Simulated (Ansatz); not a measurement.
Calibrating wB97X-V/def2-TZVPP on molecular compounds of Ti

The vertical ionisation energy (cation less neutral) in eV of 7 molecular compounds of Ti: x at wB97X-V/def2-TZVPP, y at CCSD(T)/def2-TZVPP. Shapes, held fixed at every level: PBE0-D4/def2-TZVP. Flexible molecules stand in one conformer, not always the lowest. Programs: Ansatz 0.2.0.

| molecule | x (eV) | y (eV) |
| --- | --- | --- |
| CH9N3OTi (SMILES C[O][Ti]([NH2])([NH2])[NH2]) | 8.91 | 8.80 |
| Ti(NH2)4 | 8.98 | 8.91 |
| Se(CH3)(TiCl3) | 9.24 | 9.19 |
| Ti(OH)3I | 9.47 | 9.38 |
| CH3ClF2STi (SMILES C[S][Ti]([F])([F])[Cl]) | 9.85 | ? |
| C2H5F3OTi (SMILES CC[O][Ti]([F])([F])[F]) | 11.48 | 11.65 |
| C2H2F6OTi (SMILES FC(F)(F)C[O][Ti]([F])([F])[F]) | 12.19 | 12.30 |

Question: Fit y = c + s·x to the known rows and predict y for CH3ClF2STi.

Answer: 
1. Means of the 6 rows: x = 10.0450, y = 10.038.
2. Σ(Δx)² = 10.061, Σ(Δx·Δy) = 10.833, so the slope is 10.833/10.061 = 1.0767.
3. Intercept: 10.038 − (1.0767) × 10.0450 = -0.777. The largest residual of the fit is 0.067.
4. CH3ClF2STi: -0.777 + 1.0767 × 9.85 = 9.83 eV.

CCSD(T)/def2-TZVPP gives 9.83 eV, so the prediction is off by 0.00 eV: they agree to the digits shown. Uncorrected, wB97X-V/def2-TZVPP misses it by +0.02 eV, and the other rows by 0.10 on average. The line removes about 100 % of this miss. Left out in turn, the other rows are missed by 0.06 eV on average. Cations run unrestricted. For atoms past krypton def2 sets carry core potentials with scalar relativity. Relativity is left out for Se. Outer-core shells of I, Se, Ti are correlated, in sets that cover them unevenly.

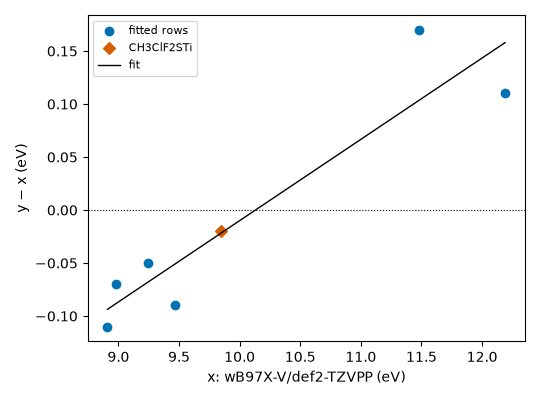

The correction y − x against x, with the fitted line and the withheld molecule.
